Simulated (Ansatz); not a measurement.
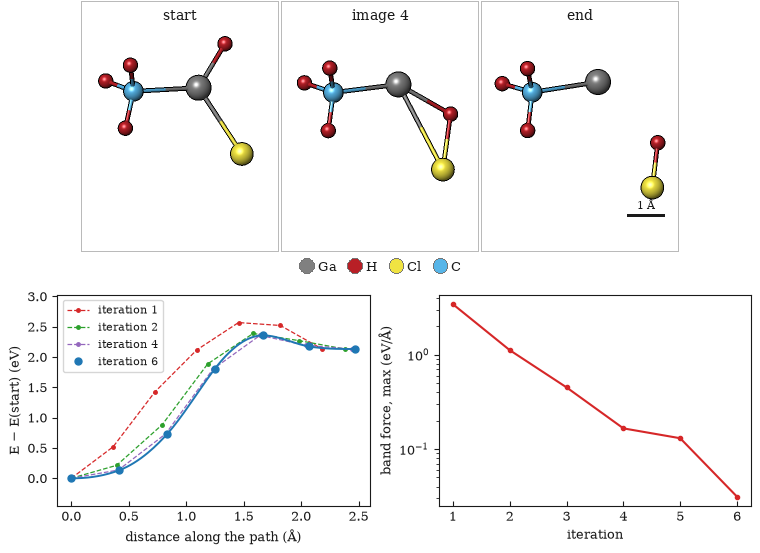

A search for the minimum-energy path of CH4ClGa by the nudged elastic band. Images are numbered from 0 (start) to 6 (end). The plot follows the band through its iterations. Style: ball-and-stick. Shown at a tilt.

Theory: Ansatz, RKS r2SCANh-D4/def2-SVP.

The input:
```yaml
crystal:
  periodic: [false, false, false]
  atoms:
    - { symbol: Ga, position_ang: [0.079191, -0.000965, 0.323171] }
    - { symbol: H, position_ang: [0.118152, -0.013088, 1.877611] }
    - { symbol: Cl, position_ang: [2.034507, 0.012006, -0.600949] }
    - { symbol: C, position_ang: [-1.449948, 0.001637, -0.880621] }
    - { symbol: H, position_ang: [-2.052834, -0.905094, -0.722314] }
    - { symbol: H, position_ang: [-2.098273, 0.864315, -0.666803] }
    - { symbol: H, position_ang: [-1.134794, 0.041188, -1.930598] }
basis:
  gaussian: { orbitals: def2-SVP }
hamiltonian:
  xc: r2scanh
  dispersion: d4
neb:
  order_check: false
  images: 5
  f_tol: 0.05
  max_iterations: 60
  initial_path: linear
  final_atoms:
    - { symbol: Ga, position_ang: [-0.81389469, 0.00314633, 0.86940849] }
    - { symbol: H, position_ang: [1.50550609, 0.00036876, 1.11757299] }
    - { symbol: Cl, position_ang: [2.3539855, -0.00622455, 0.11216699] }
    - { symbol: C, position_ang: [-1.74854902, 0.00135557, -0.9103117] }
    - { symbol: H, position_ang: [-2.34967757, -0.91363505, -1.04529865] }
    - { symbol: H, position_ang: [-2.42979938, 0.86344391, -1.00656764] }
    - { symbol: H, position_ang: [-1.02156992, 0.05154402, -1.73747349] }
```

Command:
```bash
ansatz run input.yaml --threads 2 --pin off --max-ram 3072MiB --backend cpu --events-out ev --progress --plain --runs-dir out
```

Judge this run.

Answer. The run is converged, with reservations. The band converged in 6 iterations. The largest component of the band force went from 3.4 to 0.031 eV/Å. The climbing image converged on the top of the path. Its curvatures weren't checked. The straight starting path can push atoms close together and costs iterations. The first iteration put the highest image at 2.57 eV. The highest point, image 4, lies 2.36 eV above the start and 0.23 eV above the end; the end is at +2.13 eV relative to the start.

Cost: 110 s on 2 threads of Arm Neoverse V1, on a shared host, peak memory 0.19 GiB.
